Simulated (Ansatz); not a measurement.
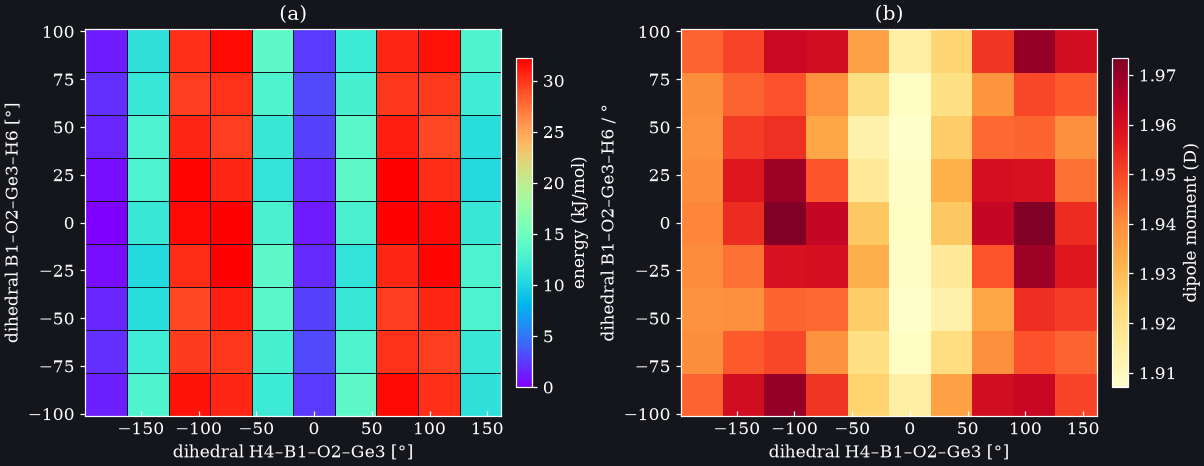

BGeH5O, SMILES B[O][GeH3]. 
- Coordinates scanned: (1) dihedral H4–B1–O2–Ge3; (2) dihedral B1–O2–Ge3–H6.
- Nothing is relaxed (all other coordinates rigid).
- The grid has 10 × 9 points; 89 points were computed and 1 follow by symmetry.
- Points are written as (first, second).
- All energies are given in kJ/mol relative to the lowest grid point.
- Method: RKS PBE0-D4/def2-TZVP in Ansatz.

Panel (a) is the energy; panel (b) is the computed dipole moment, in D.

Drawn: one coloured cell a grid point.

> How does the dipole moment vary over the map, and what is it at the lowest grid point?

Leaving out the highest fifth of the energies, it runs from 1.91 D at (0°, −45.0°) to 1.96 D at (108°, −90.0°). At the lowest grid point, (−180°, 0.0°), it is 1.94 D.

```
dihedral B1–O2–Ge3–H6 ↓, dihedral H4–B1–O2–Ge3 →  −180  −144  −108   −72   −36     0    36    72   108   144
                                            90.0  1.95  1.95  1.96  1.96  1.94  1.91  1.92  1.95  1.97  1.96
                                            67.5  1.94  1.95  1.95  1.94  1.92  1.91  1.92  1.94  1.95  1.95
                                            45.0  1.94  1.95  1.95  1.93  1.91  1.91  1.93  1.94  1.95  1.94
                                            22.5  1.94  1.96  1.97  1.95  1.92  1.91  1.93  1.96  1.96  1.94
                                             0.0  1.94  1.95  1.97  1.96  1.93  1.91  1.93  1.96  1.97  1.95
                                           −22.5  1.94  1.94  1.96  1.96  1.93  1.91  1.92  1.95  1.97  1.96
                                           −45.0  1.94  1.94  1.95  1.94  1.93  1.91  1.91  1.93  1.95  1.95
                                           −67.5  1.94  1.95  1.95  1.94  1.92  1.91  1.92  1.94  1.95  1.95
                                           −90.0  1.95  1.96  1.97  1.95  1.92  1.91  1.94  1.96  1.96  1.95
```
